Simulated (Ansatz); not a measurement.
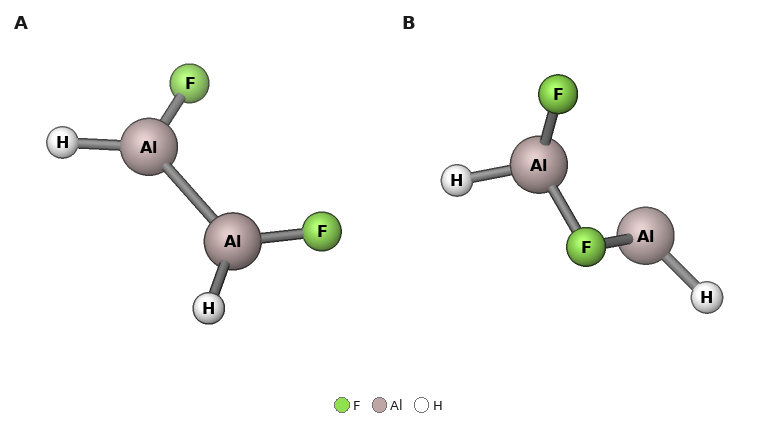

2 stationary structures of one formula. Geometries: PBE0-D4/def2-TZVP. Electronic energies: B3LYP-D4/def2-TZVPP (Ansatz 0.2.0), without zero-point energy. No frequency run is at hand to confirm each as a minimum. Each is one conformer, not always the lowest.

### Rank them by energy, lowest first.

A is lowest (C2v); B lies 26.4 kJ/mol above it (C1).
